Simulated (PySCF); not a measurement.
## Electronic structure of CH2InN (SMILES C=[N][In]) in real space

```yaml
atoms:
  - { symbol: C, position_ang: [0.3532, -0.6657, -0.7389] }
  - { symbol: In, position_ang: [-1.0906, 2.1935, 0.3741] }
  - { symbol: N, position_ang: [-0.1835, 0.3958, -0.3269] }
  - { symbol: H, position_ang: [1.0485, -1.2931, -0.1117] }
  - { symbol: H, position_ang: [0.1861, -1.0870, -1.7708] }
```

Geometry: PBE-D3(BJ)/def2-SVP; core potentials replace the inner electrons of In.

Level of theory: Gaussian-basis quantum chemistry of an isolated molecule with PySCF, energy and nuclear gradient, functional PBE0 (PySCF 2.14.0).

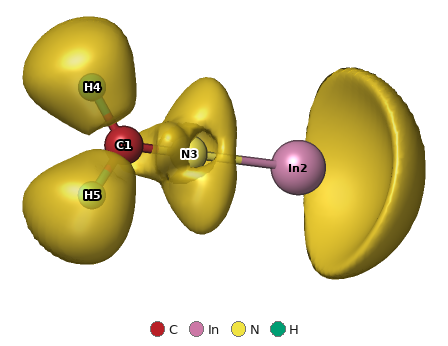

Figure 1. Isosurface of the ELF at 0.75 (yellow), seen at a tilt. Only the valence region is drawn (cores and ρ < 0.01 e/Å³ removed).

**Describe the localisation domains.**

The ELF exceeds this value in two regions around hydrogen nuclei, one region on N in which the atom's valence shell and bonds are merged and one lobe on In, pointing away from the bonds (lone pairs). Along the contacts the grid gives the following. C–N (1.26 Å): the ELF peaks at about 0.90 between the atoms (a multiple bond). In–N (2.13 Å): the ELF peaks at about 0.85 in the valence shell of N, 0.6 Å from its nucleus, and drops to about 0.15 between the two atoms.

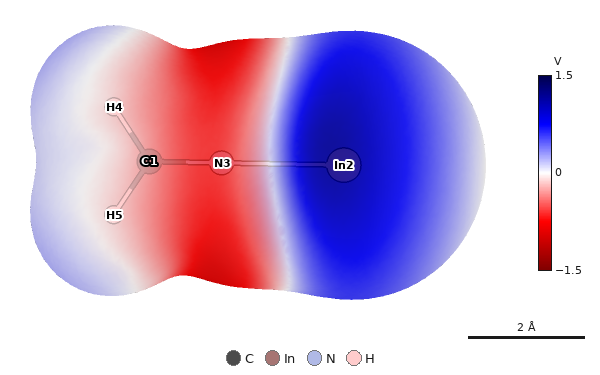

Figure 2. The molecular electrostatic potential painted on the density surface at 0.001 e/bohr³, seen at a tilt; red is negative and blue positive.

**Which sites attract a positive test charge, and which a negative one?**

A positive charge is drawn to the negative regions and a negative charge to the positive ones. The most negative region (about −0.9 V, or −21 kcal/mol for a unit charge) lies over N3, the most positive (about +1.2 V, or +28 kcal/mol for a unit charge) over In2.

**What dipole moment does the calculation give?**

Its dipole moment is 0.79 D.

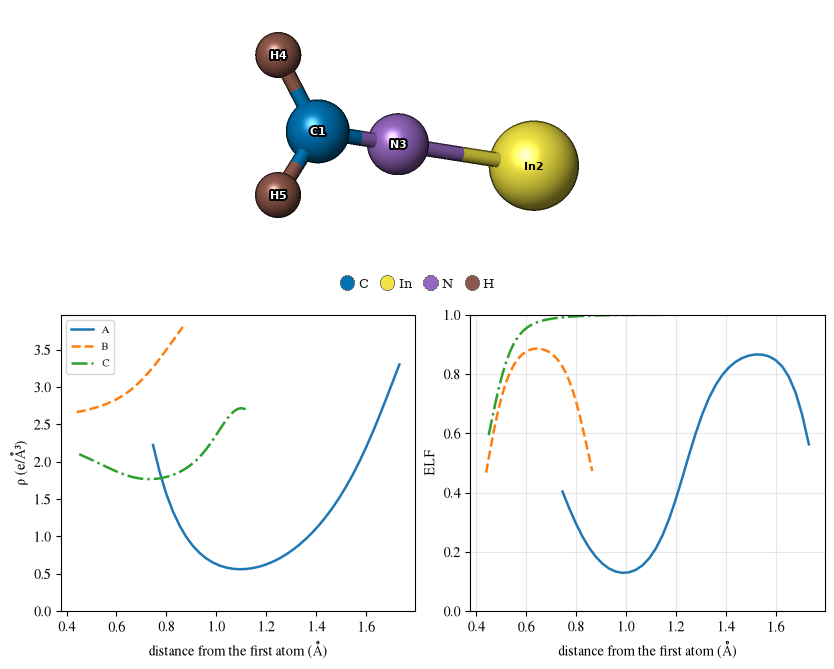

Figure 3. Electron density and ELF along straight lines between neighbouring atoms. The curves leave out the atomic cores. The structure is drawn too.

**Which curve belongs to which contact (C–H, C–N and In–N)? The first atom named is at distance zero.**

Curve A: In–N (2.13 Å): ρ at the midpoint is about 0.57 e/Å³; the ELF peaks at about 0.85 in the valence shell of N, 0.6 Å from its nucleus, and drops to about 0.15 between the two atoms. Curve B: C–N (1.26 Å): the density is about 2.9 e/Å³ at the midpoint; the ELF peaks at about 0.90 between the atoms; a short, multiple covalent bond. Curve C: C–H (1.13 Å): ρ at the midpoint is about 1.9 e/Å³; the ELF climbs to about 1 towards the hydrogen, as it does in any bond to H (a covalent bond by its length).
